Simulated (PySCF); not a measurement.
# What a change does: NMR shielding calculation on C₂H₆Cl₂OSi

System: C₂H₆Cl₂OSi.
Method of run 1: GIAO HF/pcSseg-1 NMR shielding, non-relativistic, gas phase (PySCF 2.14.0).

The geometry comes from this level: PBE0-D3(BJ)/def2-SVP. Text and figures count atoms from 1; the logs count them from 0 in places.

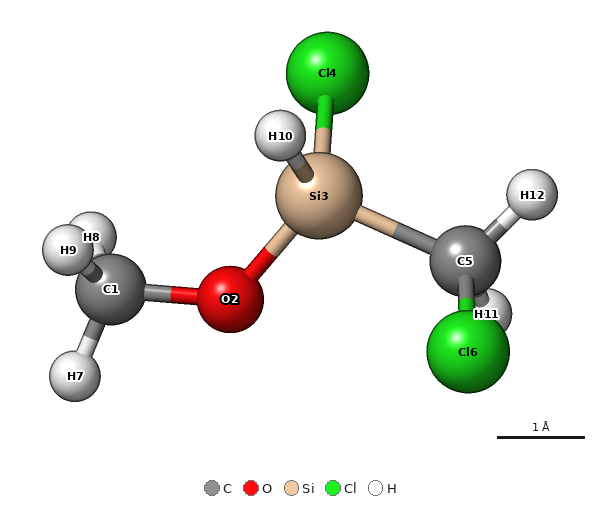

The input geometry (ball-and-stick view, seen at a tilt; atoms are numbered from 1 in the order of the input). Bond lengths as drawn: Cl–Si 2.07 Å, C–Cl 1.79 Å, C–H 1.10 Å, C–O 1.40 Å, C–Si 1.87 Å, H–Si 1.49 Å and O–Si 1.64 Å.

### Input, run 1
```
{"job": {"kind": "nmr", "xc": "HF", "basis": "pcSseg-1", "pop": false}, "charge": 0, "multiplicity": 1}
C     -0.944837     0.877479     0.384442
O      0.406628     1.198705     0.184168
Si     1.328955     2.171805     1.134502
Cl     0.619606     4.119027     1.043355
C      3.057310     2.163368     0.420904
Cl     3.807463     0.564153     0.699801
H     -1.229380     0.098176    -0.337252
H     -1.593780     1.755572     0.223830
H     -1.129959     0.489133     1.401957
H      1.293713     1.753687     2.559553
H      3.029315     2.354642    -0.661890
H      3.688065     2.931175     0.891485
```

The first line tells a small driver script what to run in PySCF; the rest is the geometry in Å.

Command:
```bash
OMP_NUM_THREADS=1 python <driver script> task.json out
```

Hardware: 1 CPU thread, shared host.

### Output (run 1)
```
final grid: 101280 points
cycle   1  E = -1361.9022605374  dE =  7.441e-01  |g| = 6.582e-01  |ddm| = 2.938e+00
cycle   2  E = -1361.9911315111  dE = -8.887e-02  |g| = 3.808e-01  |ddm| = 7.967e-01
cycle   3  E = -1362.0199508275  dE = -2.882e-02  |g| = 6.068e-02  |ddm| = 2.805e-01
cycle   4  E = -1362.0211365636  dE = -1.186e-03  |g| = 1.926e-02  |ddm| = 8.672e-02
cycle   5  E = -1362.0212473269  dE = -1.108e-04  |g| = 4.523e-03  |ddm| = 2.428e-02
cycle   6  E = -1362.0212556143  dE = -8.287e-06  |g| = 1.349e-03  |ddm| = 7.365e-03
cycle   7  E = -1362.0212566890  dE = -1.075e-06  |g| = 4.996e-04  |ddm| = 2.741e-03
cycle   8  E = -1362.0212568352  dE = -1.462e-07  |g| = 1.155e-04  |ddm| = 1.045e-03
cycle   9  E = -1362.0212568454  dE = -1.012e-08  |g| = 2.350e-05  |ddm| = 3.070e-04
cycle  10  E = -1362.0212568457  dE = -3.320e-10  |g| = 5.351e-06  |ddm| = 5.137e-05
converged SCF energy = -1362.0212568457

GIAO shielding tensors (ppm)
atom      isotropic    diamagn.    paramagn.     s11        s22        s33       span
  0 C      142.923     240.281     -97.359    119.669    121.187    187.912     68.244
  1 O      327.619     400.506     -72.887    259.984    356.835    366.039    106.055
  2 Si     403.271     873.590    -470.319    369.104    406.173    434.535     65.431
  3 Cl     961.425    1146.998    -185.573    870.370    960.085   1053.821    183.450
  4 C      162.073     251.854     -89.781    144.586    150.491    191.141     46.554
  5 Cl    1001.157    1146.662    -145.505    919.033    965.492   1118.946    199.913
  6 H       27.881      29.205      -1.324     23.116     25.417     35.111     11.995
  7 H       28.108      28.811      -0.703     22.958     26.831     34.535     11.577
  8 H       28.358      29.598      -1.240     24.073     25.923     35.079     11.007
  9 H       27.117      27.398      -0.281     23.697     25.497     32.156      8.459
 10 H       28.865      29.806      -0.941     23.467     28.321     34.808     11.341
 11 H       29.229      25.867       3.363     22.552     29.119     36.017     13.464
```

For run 2 the input was changed thus:
```diff
-"xc": "HF"
+"xc": "B97-D"
```

How does run 2 compare with run 1?

The total energies belong to different methods, so their difference says nothing on which is more stable or more accurate. The HOMO goes from −11.57 to −6.93 eV. The LUMO goes from 3.92 to −0.80 eV. The dipole moment goes from 1.36 to 1.11 D. Of all shieldings, the largest change is that of Cl6, by −101.1 ppm. The method changes from HF to B97-D. Exact exchange removes part of the self-interaction error of semilocal functionals, which pushes filled and empty levels apart. The SCF takes 14 iterations against 10.

### Output (run 2)
```
coarse grid: 11856 points
cycle   1  E = -1364.7547176704  dE =  4.732e-01  |g| = 8.188e-01  |ddm| = 3.122e+00
cycle   2  E = -1364.2390705703  dE =  5.156e-01  |g| = 1.784e+00  |ddm| = 2.672e+00
cycle   3  E = -1364.8737858425  dE = -6.347e-01  |g| = 2.340e-01  |ddm| = 2.211e+00
cycle   4  E = -1364.8853447558  dE = -1.156e-02  |g| = 7.912e-02  |ddm| = 3.197e-01
cycle   5  E = -1364.8865732518  dE = -1.228e-03  |g| = 2.270e-02  |ddm| = 1.005e-01
cycle   6  E = -1364.8867046403  dE = -1.314e-04  |g| = 6.150e-03  |ddm| = 3.206e-02
cycle   7  E = -1364.8867136337  dE = -8.993e-06  |g| = 1.459e-03  |ddm| = 7.545e-03
final grid: 101280 points
cycle   8  E = -1364.8994509849  dE = -3.436e-05  |g| = 1.860e-02  |ddm| = 3.309e-02
cycle   9  E = -1364.8993285063  dE =  1.225e-04  |g| = 2.809e-02  |ddm| = 4.112e-02
cycle  10  E = -1364.8995058818  dE = -1.774e-04  |g| = 5.056e-03  |ddm| = 2.938e-02
cycle  11  E = -1364.8995111657  dE = -5.284e-06  |g| = 1.224e-03  |ddm| = 4.677e-03
cycle  12  E = -1364.8995114548  dE = -2.891e-07  |g| = 3.355e-04  |ddm| = 1.134e-03
cycle  13  E = -1364.8995114788  dE = -2.406e-08  |g| = 5.336e-05  |ddm| = 3.145e-04
cycle  14  E = -1364.8995114794  dE = -6.075e-10  |g| = 1.413e-05  |ddm| = 5.822e-05
converged SCF energy = -1364.8995114794

GIAO shielding tensors (ppm)
atom      isotropic    diamagn.    paramagn.     s11        s22        s33       span
  0 C      125.091     243.009    -117.918     97.269    100.222    177.781     80.513
  1 O      283.499     398.677    -115.178    205.350    316.835    328.312    122.962
  2 Si     356.740     879.219    -522.479    323.405    345.772    401.043     77.637
  3 Cl     883.088    1148.328    -265.240    772.989    875.315   1000.962    227.973
  4 C      144.704     252.990    -108.286    125.102    131.504    177.507     52.405
  5 Cl     900.030    1148.285    -248.254    778.798    823.900   1097.393    318.595
  6 H       27.519      30.073      -2.553     23.252     25.196     34.109     10.857
  7 H       27.498      28.598      -1.100     22.815     25.866     33.814     10.998
  8 H       27.767      29.721      -1.955     23.938     25.105     34.258     10.320
  9 H       26.249      27.854      -1.605     22.844     24.812     31.090      8.246
 10 H       28.486      30.125      -1.639     23.508     28.256     33.696     10.188
 11 H       28.752      25.421       3.331     22.541     28.954     34.762     12.221
```

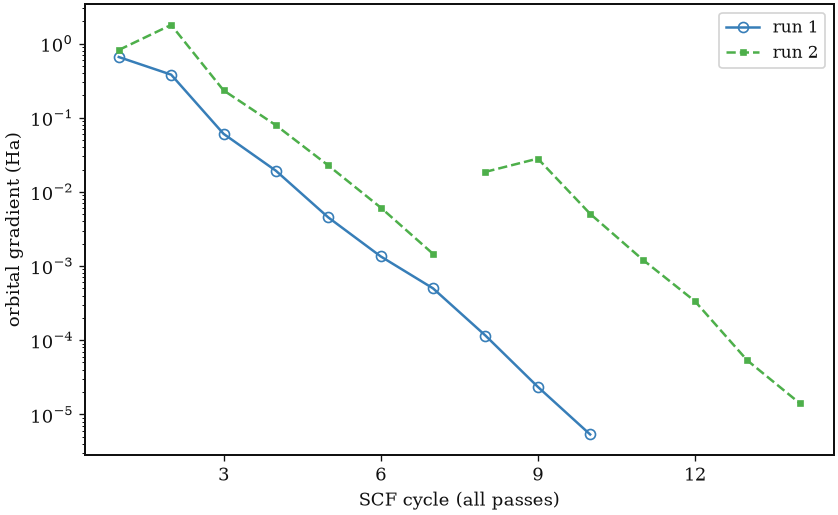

Convergence of the two runs: orbital gradient against the SCF cycle. A break in a curve parts two SCF passes (coarse and final grid). Run 1 takes 10 cycles in all, and run 2 takes 14.

### The two runs side by side

| quantity | run 1 | run 2 |
| --- | --- | --- |
| outcome | converged | converged |
| total energy (hartree) | −1362.021257 | −1364.899511 |
| HOMO (eV) | −11.57 | −6.93 |
| LUMO (eV) | 3.92 | −0.80 |
| dipole moment (D) | 1.36 | 1.11 |
| shielding of C1 (ppm) | 142.9 | 125.1 |
| shielding of O2 (ppm) | 327.6 | 283.5 |
| shielding of Si3 (ppm) | 403.3 | 356.7 |
| shielding of Cl4 (ppm) | 961.4 | 883.1 |
| shielding of C5 (ppm) | 162.1 | 144.7 |
| shielding of Cl6 (ppm) | 1001.2 | 900.0 |
| shielding of H10 (ppm) | 27.1 | 26.2 |
| SCF iterations | 10 | 14 |
| basis functions | 153 | 153 |
| wall time (shared host) | 8.4 s | 20 s |
